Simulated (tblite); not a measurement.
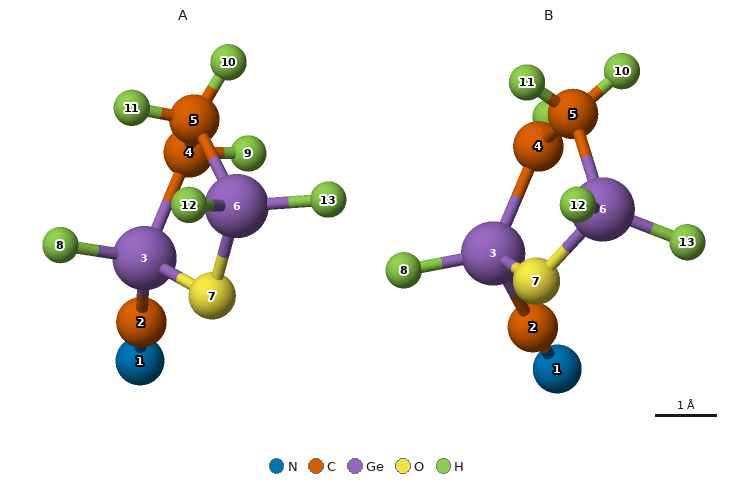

Two geometries of C₃H₆Ge₂NO (multiplicity 2), drawn at one scale. One is the start of a relaxation, the other its converged end. Style: ball-and-stick. Shown from a free direction.

Method: tblite 0.8.0, GFN2-xTB geometry optimisation, gas phase. 

Question: Which geometry has the lower energy?

Answer: Structure B is the relaxed one. The energy falls by 0.729 eV in 80 geometry steps. The atom that moves furthest after the best rigid fit is H9 (1.24 Å). Largest moves by element: H 1.24 Å, N 0.91 Å, O 0.78 Å, C 0.45 Å, Ge 0.30 Å. Among the contacts that change: C5–Ge6 1.945 → 2.027 Å, C2–Ge3 1.856 → 1.935 Å, C4–C5 1.511 → 1.469 Å, Ge3–H8 1.552 → 1.514 Å. Among the angles between lasting bonds that change: C4–Ge3–H8 106.9° → 123.8°, Ge3–C4–C5 100.5° → 115.2°, Ge3–O7–Ge6 102.3° → 115.5°.
